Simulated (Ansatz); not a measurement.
TaO₄

```
CELL_PARAMETERS angstrom
3.71782 0.00000 -0.10771
0.00000 4.88189 0.00000
-1.05545 0.00000 8.69354
ATOMIC_POSITIONS crystal
Ta 0.05895 0.75000 0.16710
Ta 0.94105 0.25000 0.83290
O 0.88657 0.61628 0.68075
O 0.11343 0.11628 0.31925
O 0.11343 0.38372 0.31925
O 0.88657 0.88372 0.68075
O 0.57977 0.75000 0.22626
O 0.42023 0.25000 0.77374
O 0.00000 0.00000 0.00000
O 0.00000 0.50000 0.00000
```

Space group P2₁/m; a generated structure, not necessarily the stable one; not relaxed (largest force 0.3 eV/Å); computed pressure about −4 GPa in this cell.

The calculation used DFT r2SCAN, scalar-relativistic, plane waves, PAW (Ansatz).

> What will maps of the valence pseudo-density and electron localisation function show?

O–O (1.31 Å): ρ at the midpoint is about 2.8 e/Å³; the ELF peaks at about 0.75 between the atoms.
Ta–O (1.89 Å): the density is about 1.1 e/Å³ at the midpoint; the ELF peaks at about 0.80 in the valence shell of O, 0.6 Å from its nucleus, and drops to about 0.25 between the two atoms (no localised pair shows between them).
Bader's partition of the density gives Ta +3.01 and O −1.16 to −0.35 e.

> Which way does charge flow, and how much by Bader's partition?

Electrons move from Ta towards O. Bader charges: Ta +3.01 and O −1.16 to −0.35 e.

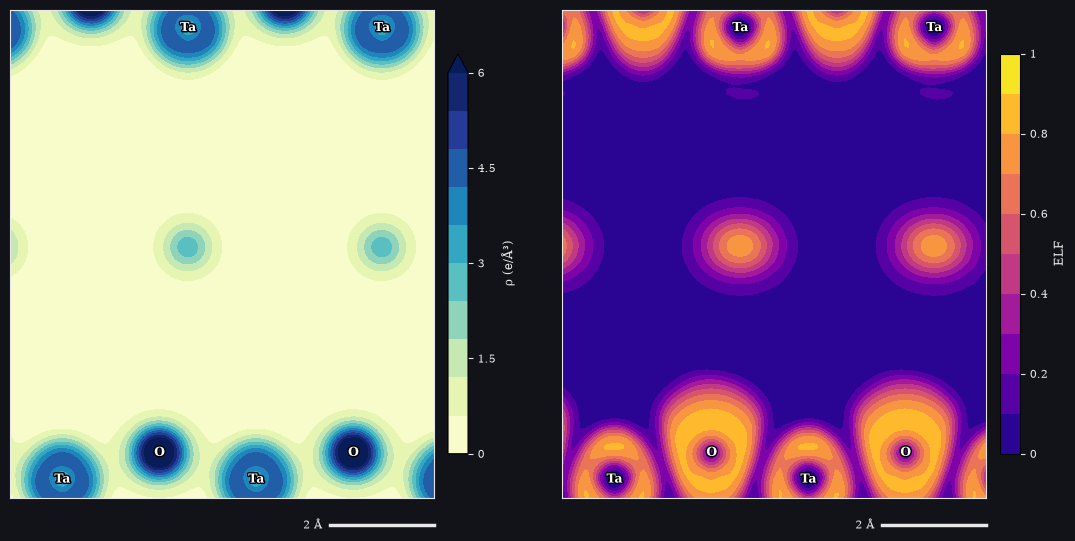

Computed valence pseudo-density and electron localisation function on the (010) plane of the conventional cell, in this order. Atoms just off the plane (O, 0.7 Å away) can leave unmarked features too.

In a PAW calculation such maps are meaningful between the atoms, not at the nuclei.
